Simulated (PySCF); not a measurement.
```yaml
atoms:
  - { symbol: C, position_ang: [3.4508, -0.7160, 0.6154] }
  - { symbol: S, position_ang: [1.6724, -1.0844, 0.5414] }
  - { symbol: C, position_ang: [1.0796, 0.4866, 0.0117] }
  - { symbol: C, position_ang: [-0.1998, 0.7719, -0.2066] }
  - { symbol: C, position_ang: [-1.3050, -0.1774, -0.0413] }
  - { symbol: C, position_ang: [-2.4917, -0.1050, -0.9675] }
  - { symbol: C, position_ang: [-2.6396, 0.3150, 0.4568] }
  - { symbol: H, position_ang: [3.9433, -1.6254, 0.9434] }
  - { symbol: H, position_ang: [3.6299, 0.0818, 1.3307] }
  - { symbol: H, position_ang: [3.8074, -0.4370, -0.3722] }
  - { symbol: H, position_ang: [1.8612, 1.2163, -0.1234] }
  - { symbol: H, position_ang: [-0.4629, 1.7703, -0.5299] }
  - { symbol: H, position_ang: [-0.9880, -1.1611, 0.2831] }
  - { symbol: H, position_ang: [-2.4894, 0.6608, -1.7286] }
  - { symbol: H, position_ang: [-2.9424, -1.0325, -1.2845] }
  - { symbol: H, position_ang: [-3.1938, -0.3204, 1.1301] }
  - { symbol: H, position_ang: [-2.7390, 1.3685, 0.6709] }
```

Geometry: GFN2-xTB.

The calculation used PBE0/def2-SVPD, SCF density, gas phase in PySCF.

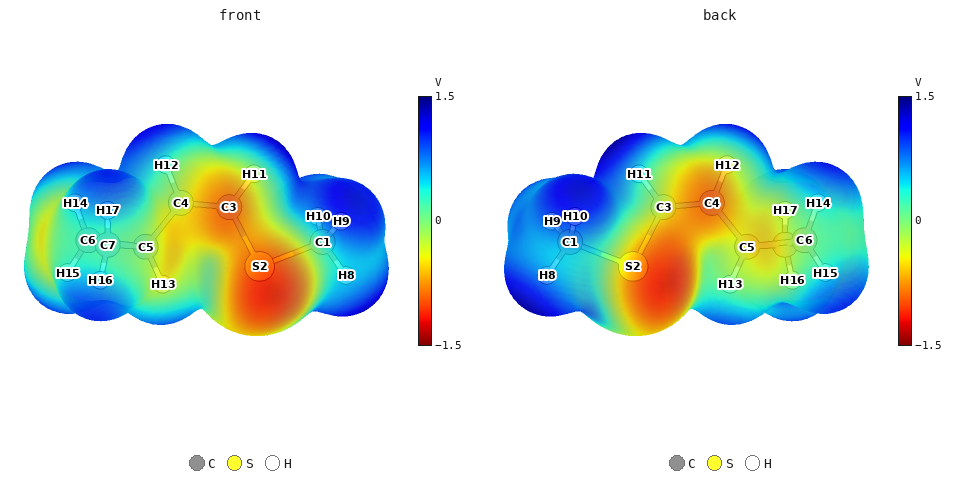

C$_{6}$H$_{10}$S (SMILES CS/C=C\C1CC1). The molecular electrostatic potential painted on the density surface at 0.004 e/bohr³, seen from the front and from behind; red is negative and blue positive.

Where is the surface potential most negative and most positive?

The most negative region (about −1.2 V) lies over S2, the most positive (about +1.4 V) over H8 and H11.

What dipole moment does the calculation give?

Its dipole moment is 1.09 D.
